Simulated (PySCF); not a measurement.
# AlH2Br (SMILES [AlH2][Br]) at SVWN5/STO-3G

Aim: the vertical singlet–triplet gap of AlH2Br at SVWN5/STO-3G, from 2 runs. The job is set up through a Python script.

Program for the calculation: PySCF 2.14.0.

36 further runs of the same task are left out: 24 for a known fault of the program, 2 that didn't finish, 10 set aside as unsound or not needed.

## (1) The system as given

The species is AlH2Br (4 atoms), meant as a singlet with charge 0. As SMILES, `[AlH2][Br]`. The shape is that of a PBE0-D4/def2-TZVP optimisation.

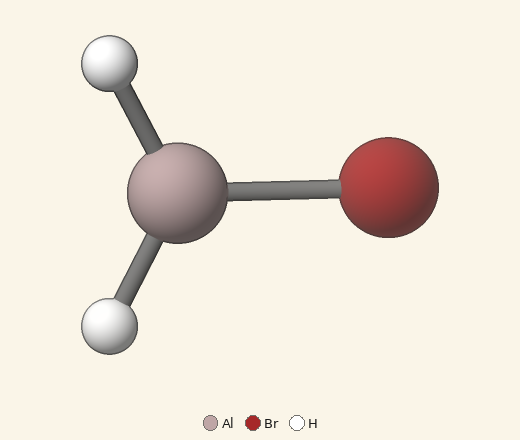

Viewed from a chosen angle; aluminium light grey, bromine red, hydrogen white.

## (2) A single-point energy at SVWN5/STO-3G

input.py

```python
from pyscf import gto, dft

mol = gto.M(
    atom='''
Al    -0.280246    -0.122265    -0.208437
Br     3.184000     0.938438     2.040337
H     -1.061270    -2.994838    -0.263050
H     -1.737981     2.064904    -1.607023
''',
    max_memory=1860,
    unit='bohr',
    basis='sto-3g',
    verbose=3,
)

mf = dft.RKS(mol)
mf.xc = 'svwn'
mf.conv_tol = 1e-10
mf.grids.level = 5
mf.kernel()
if not mf.converged:
    mf = mf.newton().run(mf.mo_coeff, mf.mo_occ)

energy = mf.e_tot
print('Final energy', energy)
```

On the command line:

```console
$ OMP_NUM_THREADS=1 python input.py
```

Log:

```text
converged SCF energy = -2781.88282985214
Final energy -2781.8828298521357
```

Wall time 1.7 s (1 thread of Arm Neoverse V2, shared host); peak memory 0.14 GiB.

## (3) The triplet

calc.py

```python
from pyscf import gto, dft

mol = gto.M(
    atom='''
Al    -0.280246    -0.122265    -0.208437
Br     3.184000     0.938438     2.040337
H     -1.061270    -2.994838    -0.263050
H     -1.737981     2.064904    -1.607023
''',
    spin=2,
    unit='bohr',
    max_memory=1860,
    basis='sto-3g',
    verbose=4,
)

ks = dft.UKS(mol, xc='svwn')
ks.grids.level = 5
ks.conv_tol = 1e-10
ks.kernel()
if not ks.converged:
    ks = ks.newton().run(ks.mo_coeff, ks.mo_occ)

etot = ks.e_tot
print('E(%s) = %.9f' % ('SVWN5', etot))
```

On the command line:

```console
$ OMP_NUM_THREADS=1 python calc.py
```

Log:

```text
PySCF version 2.14.0

[INPUT] num. atoms = 4
[INPUT] num. electrons = 50
[INPUT] charge = 0
[INPUT] spin (= nelec alpha-beta = 2S) = 2
[INPUT] symmetry False subgroup None
[INPUT] Mole.unit = bohr
[INPUT] Symbol           X                Y                Z      unit          X                Y                Z       unit  Magmom
[INPUT]  1 Al    -0.148299796651  -0.064699851693  -0.110300110313 AA   -0.280246000000  -0.122265000000  -0.208437000000 Bohr   0.0
[INPUT]  2 Br     1.684900239569   0.496600003461   1.079699842997 AA    3.184000000000   0.938438000000   2.040337000000 Bohr   0.0
[INPUT]  3 H     -0.561599898633  -1.584800019997  -0.139200065333 AA   -1.061270000000  -2.994838000000  -0.263050000000 Bohr   0.0
[INPUT]  4 H     -0.919699938212   1.092700139538  -0.850399949024 AA   -1.737981000000   2.064904000000  -1.607023000000 Bohr   0.0

nuclear repulsion = 126.863329586872
number of shells = 15
number of NR pGTOs = 87
number of NR cGTOs = 29
basis = sto-3g
ecp = {}

******** <class 'pyscf.dft.uks.UKS'> ********
method = UKS
initial guess = minao
damping factor = 0
level_shift factor = 0
DIIS = <class 'pyscf.scf.diis.CDIIS'>
diis_start_cycle = 1
diis_space = 8
diis_damp = 0
SCF conv_tol = 1e-10
SCF conv_tol_grad = None
SCF max_cycles = 50
direct_scf = True
direct_scf_tol = 1e-13
number electrons alpha = 26  beta = 24
XC library pyscf.dft.libxc version 7.0.0
    S. Lehtola, C. Steigemann, M. J.T. Oliveira, and M. A.L. Marques.,  SoftwareX 7, 1–5 (2018)
XC functionals = svwn
    P. A. M. Dirac.,  Math. Proc. Cambridge Philos. Soc. 26, 376 (1930)
    F. Bloch.,  Z. Phys. 57, 545 (1929)
    S. H. Vosko, L. Wilk, and M. Nusair.,  Can. J. Phys. 58, 1200 (1980)
radial grids:
    Treutler-Ahlrichs [JCP 102, 346 (1995); DOI:10.1063/1.469408] (M4) radial grids

becke partition: Becke, JCP 88, 2547 (1988); DOI:10.1063/1.454033
pruning grids: <function nwchem_prune>
grids dens level: 5
symmetrized grids: False
atomic radii adjust function: <function treutler_atomic_radii_adjust>
small_rho_cutoff = 0
Set gradient conv threshold to 1e-05
tot grids = 134864
init E= -2778.24725769388
[... the frontier-level lines of each cycle are left out ...]


cycle= 1 E= -2781.52032762485  delta_E= -3.27  |g|= 0.227  |ddm|= 1.83


cycle= 2 E= -2781.26922133398  delta_E= 0.251  |g|= 0.522  |ddm|= 1.95


cycle= 3 E= -2781.56353098859  delta_E= -0.294  |g|= 0.178  |ddm|= 0.916


cycle= 4 E= -2781.63381803699  delta_E= -0.0703  |g|= 0.0556  |ddm|= 0.884


cycle= 5 E= -2781.63858690809  delta_E= -0.00477  |g|= 0.0272  |ddm|= 0.11


cycle= 6 E= -2781.63925618742  delta_E= -0.000669  |g|= 0.0198  |ddm|= 0.0269


cycle= 7 E= -2781.63997611405  delta_E= -0.00072  |g|= 0.0047  |ddm|= 0.0537


cycle= 8 E= -2781.64001870466  delta_E= -4.26e-05  |g|= 0.000528  |ddm|= 0.0184


cycle= 9 E= -2781.6400196099  delta_E= -9.05e-07  |g|= 7.84e-05  |ddm|= 0.00714


cycle= 10 E= -2781.64001962314  delta_E= -1.32e-08  |g|= 3.2e-05  |ddm|= 0.000684


cycle= 11 E= -2781.64001962399  delta_E= -8.46e-10  |g|= 2.38e-05  |ddm|= 0.000189


cycle= 12 E= -2781.64001962504  delta_E= -1.05e-09  |g|= 4.14e-06  |ddm|= 7.71e-05


cycle= 13 E= -2781.64001962508  delta_E= -3.64e-11  |g|= 1.76e-07  |ddm|= 1.34e-05


Extra cycle  E= -2781.64001962509  delta_E= -5.46e-12  |g|= 1.09e-06  |ddm|= 4.44e-06
converged SCF energy = -2781.64001962509  <S^2> = 2.000619  2S+1 = 3.0004127
E(SVWN5) = -2781.640019625
```

Wall time 3.6 s (1 thread of Arm Neoverse V2, shared host); peak memory 0.16 GiB.

## (4) Results

Level: SVWN5/STO-3G.

| quantity | value |
| --- | --- |
| singlet: total energy | -2781.88283 Eh |
| singlet: dipole moment | 2.00 D |
| singlet: HOMO energy | -3.19 eV |
| singlet: LUMO energy | 2.26 eV |
| singlet: HOMO–LUMO gap | 5.45 eV |
| triplet: total energy | -2781.64002 Eh |
| triplet: dipole moment | 0.29 D |
| triplet: ⟨S²⟩ | 2.001 |
| vertical energy of the triplet above the singlet | 6.607 eV |

At this shape the triplet lies 6.61 eV (152 kcal/mol) above the singlet. In a minimal basis such a difference can be off by several eV, whatever the method. Mulliken charges (singlet) run from -0.29 on Br2 to +0.63 on Al1; they depend strongly on the basis.
